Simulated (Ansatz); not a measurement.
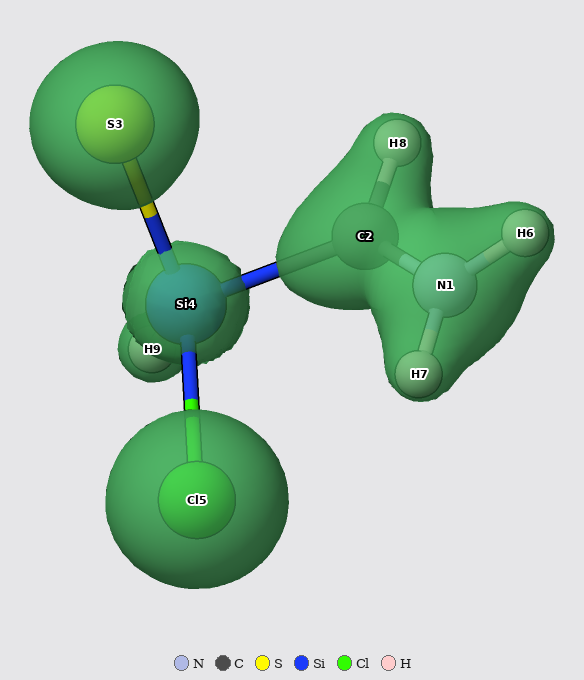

The picture shows: CH₄ClNSSi. Isosurface of the electron density at 0.8 e/Å³ (green), seen at a tilt.

The calculation used RKS PBE/6-31G in Ansatz 0.2.0.

The calculation's input:

```
crystal:
  periodic: [false, false, false]
  atoms:
    - { symbol: "N", position_ang: [-1.4312, 0.0315, 0.5199] }
    - { symbol: C, position_ang: [-0.1875, -0.5854, 0.2614] }
    - { symbol: S, position_ang: [1.0454, 0.1548, 1.1022] }
    - { symbol: Si, position_ang: [1.0242, -0.0501, -1.0783] }
    - { symbol: Cl, position_ang: [0.7274, 1.8308, -1.7965] }
    - { symbol: H, position_ang: [-1.8091, -0.1605, 1.4414] }
    - { symbol: H, position_ang: [-1.3134, 1.092, 0.573] }
    - { symbol: H, position_ang: [-0.1988, -1.6459, 0.3446] }
    - { symbol: H, position_ang: [2.2315, -0.7135, -1.3848] }
basis:
  gaussian: { orbitals: "6-31G" }
hamiltonian:
  xc: pbe
relax:
  f_tol: 0.02
  max_steps: 50
output:
  orbitals: {}
```

Launched as:

```sh
ansatz run input.yaml --threads 1 --pin off --max-ram 2048MiB --backend cpu --events-out ev --progress --plain --runs-dir out
```

The fields are those of the relaxed geometry.

How is the density connected at this value?

At this value the surface falls into five separate pieces. It bridges the shortest C–N (1.33 Å) contacts, where the density stays above the isovalue. It is pinched off along the shortest C–Si (1.91 Å), Si–S (2.12 Å) and Si–Cl (2.26 Å) contacts. On the grid the lowest density along these lines, outside the cores, is 2.1 e/Å³ (C–N, 1.33 Å), 0.63 e/Å³ (C–Si, 1.91 Å), 0.62 e/Å³ (Si–S, 2.12 Å) and 0.44 e/Å³ (Si–Cl, 2.26 Å).
